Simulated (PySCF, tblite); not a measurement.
# C5H7B2O radical: geometry, infrared bands and EPR parameters

Wanted: the infrared bands and EPR parameters of C5H7B2O radical (`[BH]OBC/C=C\C#C`), by calculation.

The runs use tblite 0.8.0 and PySCF 2.14.0, with density-fitted response routines of our own; the level of theory stands in each step. All values are computed, except where a source is named. Atoms count from 0, in the outputs and in this text.

## (1) The starting structure

15 atoms, charge 0, multiplicity 2; geometry from: force field or distance geometry start.

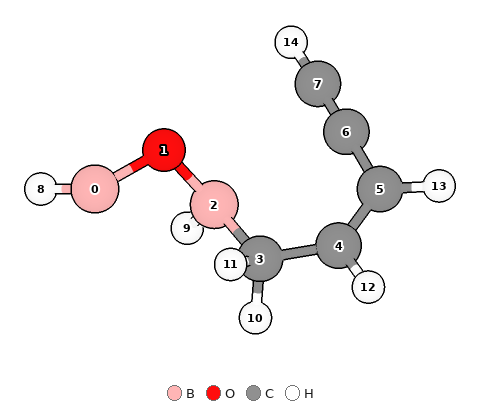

As it starts; boron pink, oxygen red, carbon grey, hydrogen white, atoms numbered.

## (2) Geometry optimisation with GFN2-xTB

What the job is given:

```
{"job": {"kind": "relax", "xc": "GFN2-xTB", "basis": "xTB"}, "charge": 0, "multiplicity": 2}
B     -2.899400     0.467400     0.530100
O     -1.523800     0.930100     0.564300
B     -0.821700     0.335200    -0.591000
C     -0.303900    -1.085600    -0.513700
C      1.084400    -1.381000    -0.236400
C      2.057100    -0.513000    -0.054700
C      1.764000     0.894000    -0.101900
C      1.511000     2.071100    -0.138700
H     -3.783600     1.079400     0.024800
H     -1.307200     0.695000    -1.635200
H     -0.589500    -1.663700    -1.442300
H     -0.911900    -1.623400     0.292600
H      1.390500    -2.439700    -0.183000
H      3.073000    -0.864500     0.133600
H      1.256800     3.106600    -0.176000
```

On the command line:

```
OMP_NUM_THREADS=1 python probes_run.py task.json out
```

This one command runs all jobs of the session in turn.

**Question.** This job is followed by: GFN2-xTB harmonic vibrations, gas phase; UKS B3LYP, pcH-1 on B C H O, non-relativistic, mean-field spin-orbit, GIAO. What will the session give for the following? strongest single infrared mode (GFN2-xTB); zero-point energy (GFN2-xTB); g(iso) (B3LYP); ⟨S²⟩; largest a(iso) (averaged by class); potential on the surface of density 0.002 e/bohr³, 1st and 99th percentile.

**Answer**, as computed:

| quantity | value |
| --- | --- |
| strongest single infrared mode (GFN2-xTB) | 656 cm⁻¹, 183 km/mol |
| zero-point energy (GFN2-xTB) | 66.0 kcal/mol |
| g(iso) (B3LYP) | 2.00166 |
| ⟨S²⟩ | 0.753 (exact 0.75) |
| largest a(iso) (averaged by class) | 11B on B0, 349.2 MHz |
| potential on the surface of density 0.002 e/bohr³, 1st and 99th percentile | -0.80 V and 1.35 V |

In words: The optimisation took 223 steps and gained 2.364 eV; among the close pairs (by a distance rule), B0–O1 changed most, from 1.452 to 1.252 Å. All 39 modes are real, so the xTB geometry is a minimum. The strongest single mode, at 656 cm⁻¹, moves mainly H8. Unscaled tight-binding wavenumbers are off by several per cent, some by more. Its intensities can rank the bands wrongly. B0 carries the largest spin population, 0.84 e. The isotropic g lies 0.7 ppt below the free-electron value. These values are for one conformer; the search (at its own cheap level) found 2 more, at 0.10, 1.44 kcal/mol, and measured spectra average over such forms.
